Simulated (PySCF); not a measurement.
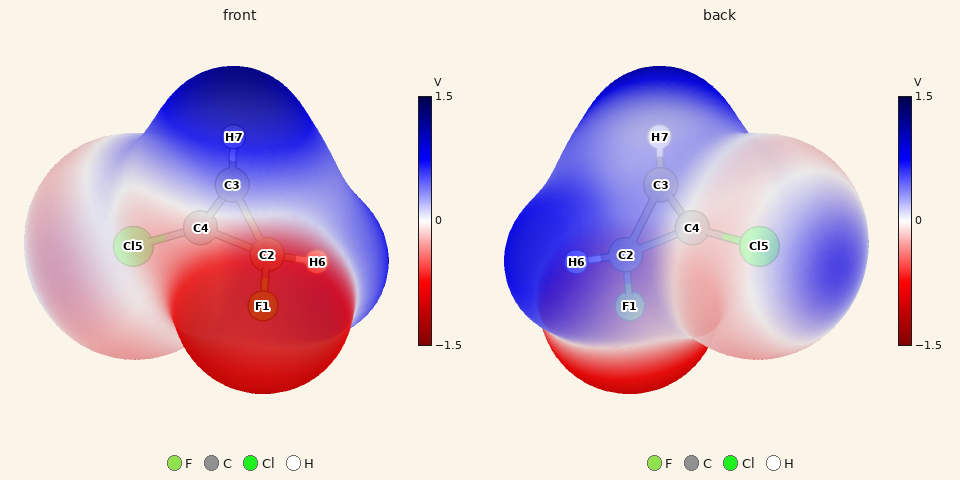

Figure. C₃H₂ClF. The electrostatic potential painted on the density surface at 0.001 e/bohr³, seen from the front and from behind; red is negative and blue positive.

Geometry: GFN2-xTB.

These are results of PBE0/pcSseg-1, SCF density, gas phase, non-relativistic (PySCF 2.14.0), not measurements.

```yaml
atoms:
  - { symbol: F, position_ang: [-1.3204, -0.9074, -0.9345] }
  - { symbol: C, position_ang: [-0.6510, -0.3563, 0.1367] }
  - { symbol: C, position_ang: [0.0636, 0.9392, -0.0625] }
  - { symbol: C, position_ang: [0.8080, -0.1358, 0.0177] }
  - { symbol: Cl, position_ang: [2.3071, -0.8715, -0.0058] }
  - { symbol: H, position_ang: [-1.1624, -0.6464, 1.0469] }
  - { symbol: H, position_ang: [-0.0416, 1.9829, -0.2256] }
```

Which sites attract a positive test charge, and which a negative one?

Answer. A positive charge is drawn to the negative regions and a negative charge to the positive ones. The most negative region (about −1.0 V) lies over F1, the most positive (about +1.3 V) over H7. Cl5 shows a σ-hole: about +0.6 V at the tip opposite its bond, against about −0.2 V on its flanks.

What dipole moment does the calculation give?

Answer. Its dipole moment is 1.95 D.
